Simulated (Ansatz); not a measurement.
# AlBH (doublet): trial inputs and their diagnosis at distance Al2–H3 = 1.305 Å

3 inputs are run for AlBH (doublet) as typed; the log has to tell whether the result can be used and what must change.

Program: Ansatz 0.2.0, Gaussian basis. Level of theory: the settings change from run to run. These are calculated values, not measurements.

22 further runs of the same task are left out: 4 for a known fault of the program, 13 that didn't finish, 5 set aside as unsound or not needed.

**1. The system**

The geometry derives from a PBE0/def2-TZVP stationary point (not a proven minimum). One bond is set to the value named and the two fragments are kept rigid.

3 atoms, charge 0, spin multiplicity 2.

Atoms are counted from 1 here; the program's logs count them from 0.

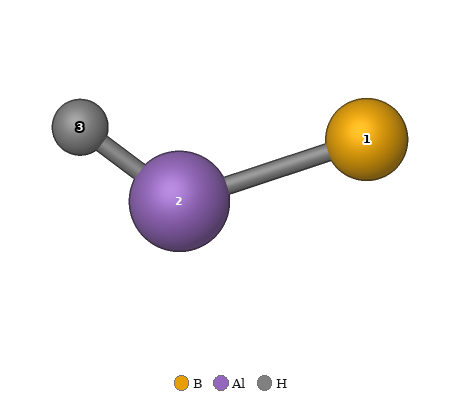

The geometry (boron amber, aluminium purple, hydrogen grey); atoms are numbered from 1 in the order of the file.

**2. Attempt 1**

File in.yaml:

```yaml
crystal:
  periodic: [false, false, false]
  atoms:
    - {symbol: B, position_ang: [0.000000, -0.144564, 1.510823]}
    - {symbol: Al, position_ang: [0.000000, 0.091041, -0.552426]}
    - {symbol: H, position_ang: [0.000000, -0.886501, -1.416970]}
basis:
  gaussian: {orbitals: def2-SVP}
magnetization: {spin_polarized: false, initial_magnetization: 1}
correlation: {method: sc_nevpt2, electrons: outside_noble_gas, active_space: {window: {electrons: 3, orbitals: 3}, states: [{multiplicity: 2, weights: []}]}}
```

Command:

```console
$ ansatz run in.yaml --threads 1 --pin off --events-out ev --progress --plain --max-ram 2393MiB
```

Output:

```text
Error: set 0 has no weights, but each of its states needs one positive weight
```

Wall time 0.03 s (1 thread of Arm Neoverse V2, shared host).

What is wrong: The run was refused. The list of states asked for (weights, spin or count) can't be met. To mend it, mend what the message names.

**3. Attempt 2**

File in.yaml:

```yaml
crystal:
  periodic: [false, false, false]
  atoms:
    - {symbol: B, position_ang: [0.000000, -0.144564, 1.510823]}
    - {symbol: Al, position_ang: [0.000000, 0.091041, -0.552426]}
    - {symbol: H, position_ang: [0.000000, -0.886501, -1.416970]}
basis:
  gaussian: {orbitals: cc-pVDZ}
magnetization: {spin_polarized: false, initial_magnetization: 1}
correlation: {method: fic_mrcisd_q, electrons: valence}
output: {forces: true}
```

The command is unchanged.

Output:

```text
Error: this correlation method needs an active space: name one as the reference
```

It took 0.03 s on 1 thread of Arm Neoverse V2, shared host.

**Diagnosis.** The run was refused. This method needs an active space and has none. To mend it, add an active_space block.

**4. Attempt 3**

File in.yaml:

```yaml
crystal:
  periodic: [false, false, false]
  atoms:
    - {symbol: B, position_ang: [0.000000, -0.273183, 2.855002]}
    - {symbol: Al, position_ang: [0.000000, 0.172040, -1.043919]}
    - {symbol: H, position_ang: [0.000000, -1.675221, -2.677648]}
basis:
  gaussian: {orbitals: def2-SVP}
magnetization: {spin_polarized: false, initial_magnetization: 1}
correlation: {method: bccd, electrons: all}
```

The command is unchanged.

Output, shortened:

```text
Functional definition: HF
  name "HF"
  cite "Fock, Z. Phys. 61, 126 (1930) doi:10.1007/BF01340294"
  parent pbe
[...]
353 factors; integrals over basis functions are off by at most 7.4e-4 eV
[...]
mean field -7260.41842721 eV, -266.8154559117 hartree, gradient 1.4e-6 eV, S^2 0.750000; 14 other end points of the search recorded, 0 dependent functions left out
[...]
determinant -7260.41842721 eV, -266.8154559117 hartree, with singles and doubles -7264.34426519 eV, -266.9597277965 hartree
determinant -7260.38893233 eV, -266.8143719948 hartree, with singles and doubles -7264.31693283 eV, -266.9587233507 hartree
determinant -7260.35304510 eV, -266.8130531633 hartree, with singles and doubles -7264.28210004 eV, -266.9574432694 hartree
determinant -7256.94381046 eV, -266.6877661013 hartree, with singles and doubles -7261.88711111 eV, -266.8694290495 hartree
determinant -7260.41842721 eV, -266.8154559117 hartree, with singles and doubles -7264.34313081 eV, -266.9596861085 hartree
determinant -7260.38893233 eV, -266.8143719948 hartree, with singles and doubles -7264.31570056 eV, -266.9586780655 hartree
determinant -7260.35304510 eV, -266.8130531633 hartree, with singles and doubles -7264.28094369 eV, -266.9574007740 hartree
reference -7260.41842721 eV, -266.8154559117 hartree; 10, 9 occupied and 27, 28 virtual orbitals, 353 factors
second order -2.65095838 eV of doubles, -0.05496141 eV of singles
cycle   1  -3.92506170 eV  change   -3.6e-4 eV  update   1.1e-2
[...]
cycle  10  -3.92023407 eV  change    5.0e-7 eV  update   1.8e-5
Total energy: -7264.33866128 eV, -266.9595218565 hartree
```

Run time: 6.5 s. Hardware: 1 thread of Arm Neoverse V2, shared host.

What is wrong: The run converged, which proves nothing about the input. The coordinates are scaled by the bohr-ångström factor. The shortest distance is 2.47 Å, against 1.30 Å in the geometry of step 1. Its energy belongs to another geometry. Fix: restore the coordinates in ångström.

**5. How the runs ended**

| attempt | level | ended | cause | time |
| --- | --- | --- | --- | --- |
| 1 | NEVPT2(3,3)/def2-SVP | refused | the list of states asked for (weights, spin or count) can't be met | 0.03 s |
| 2 | 'fic_mrcisd_q'/cc-pVDZ | refused | this method needs an active space and has none | 0.03 s |
| 3 | BCCD on ROHF/def2-SVP | converged | the coordinates are scaled by the bohr-ångström factor | 6.5 s |

2 refused, 1 converged. The input that converges on a wrong geometry or spin is the dangerous one: no error points at it, so geometry and ⟨S²⟩ have to be checked.
